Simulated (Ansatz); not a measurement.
## Electronic structure of F2GeH2InN in real space

```xyz
7

F    -1.9642    2.8823    1.6876
F     0.5727    2.8375    2.3846
Ge   -0.3310    3.0183    0.7187
In   -1.0439    1.1160    3.1912
N    -0.3773    0.9855    0.7562
H    -1.0594    0.5808    0.0946
H     0.5332    0.5524    0.5322
```

Geometry: BLYP-D3(BJ)/def2-SVP; core potentials replace the inner electrons of In.

All numbers below come from Ansatz 0.2.0, isolated molecule in a Gaussian basis; Kohn-Sham density functional theory, functional PBE0.

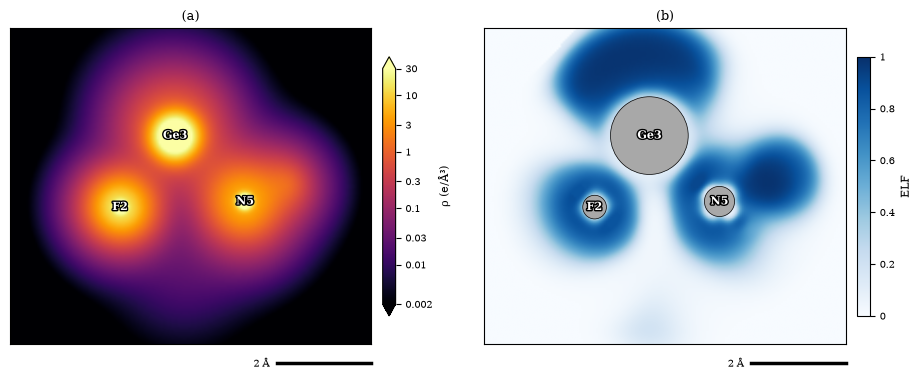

Figure 1. (a) electron density; (b) ELF on the plane of atoms F2, Ge3 and N5. Grey discs cover the atomic cores in the ELF map.

Q: Read the bonding off the picture.

A: The section cuts through F, Ge and N sites.
Ge–F (1.90 Å): ρ is about 0.66 e/Å³ halfway; the ELF peaks at about 0.85 in the valence shell of F, 0.5 Å from its nucleus, and is about 0.25 at the midpoint.
Ge–N (2.03 Å): the density is about 0.68 e/Å³ at the midpoint; the ELF peaks at about 0.90 in the valence shell of N, 0.7 Å from its nucleus, and is about 0.55 at the midpoint.
The ELF also peaks beside F2, away from the bonds: lone-pair regions.

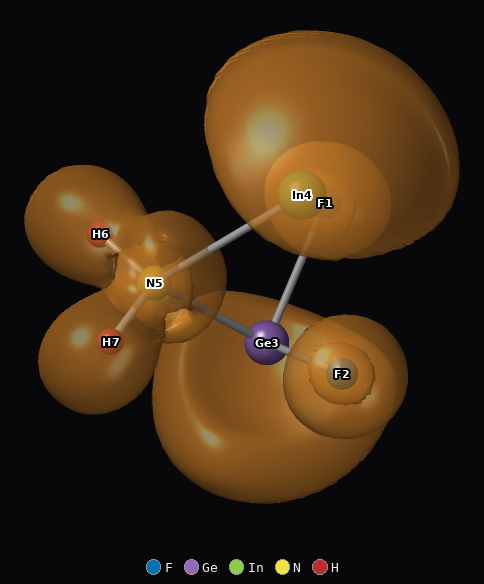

Figure 2. Isosurface of the ELF at 0.75 (orange), seen at an oblique angle. Core shells and regions of very low density are left out.

Q: Identify the bonds, lone pairs and shells in this picture.

A: The surface consists of one lobe on Ge, pointing away from the bonds (lone pairs), one lobe on In, pointing away from the bonds (lone pairs), two regions wrapped around F (the valence shell of each) and one joined region spread over several atoms (H, N), in which their bonds and any lone pairs are merged.

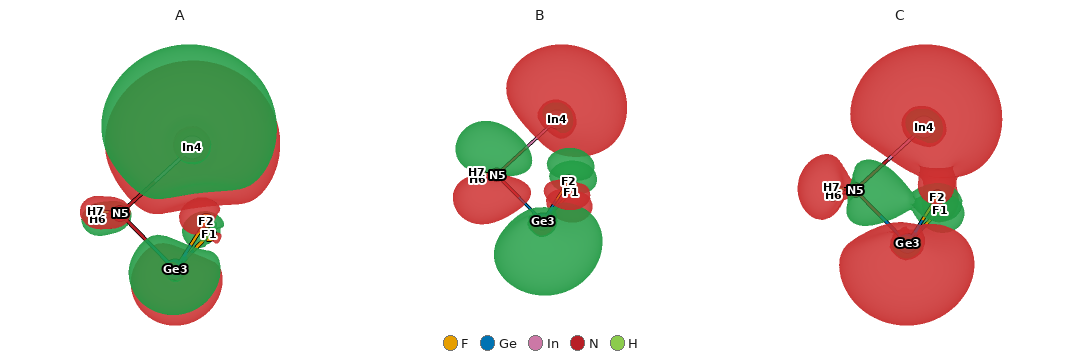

Figure 3. Three frontier orbitals at ±0.05 Å⁻³ᐟ² (green and red are the two phases), in no order.

Q: Which picture is the HOMO−1, the HOMO and the LUMO?

A: C is the HOMO−1 (−7.92 eV). It lies mainly on In4 (about 45 %), Ge3 (about 35 %) and N5 (about 10 %). B is the HOMO (−6.50 eV). It lies mainly on In4 (about 35 %), Ge3 (about 30 %) and N5 (about 25 %). A is the LUMO (−1.13 eV). Its weight (Hirshfeld) is mainly on In4 (about 80 %) and Ge3 (about 10 %).

Q: What is the HOMO–LUMO gap?

A: 5.37 eV between the orbital energies.

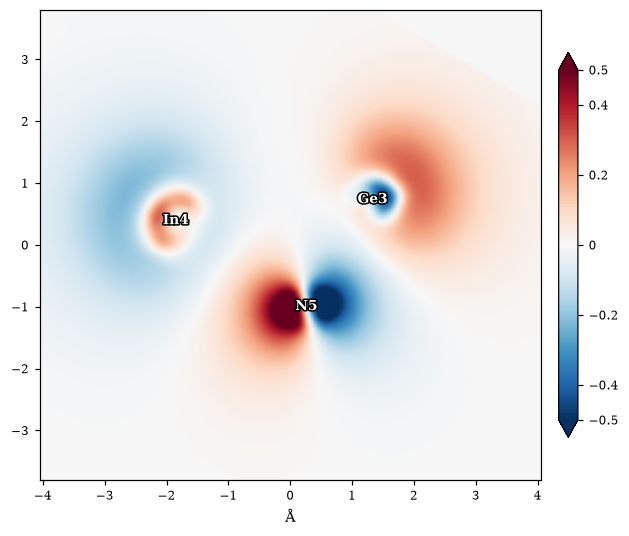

Figure 4. One frontier orbital on the plane of atoms Ge3, N5 and In4 (values in Å⁻³ᐟ²; the overall sign is arbitrary).

Q: Which orbital is it: HOMO or LUMO?

A: The HOMO, at −6.50 eV. By Hirshfeld shares it lies mainly on In4 (about 35 %), Ge3 (about 30 %) and N5 (about 25 %).
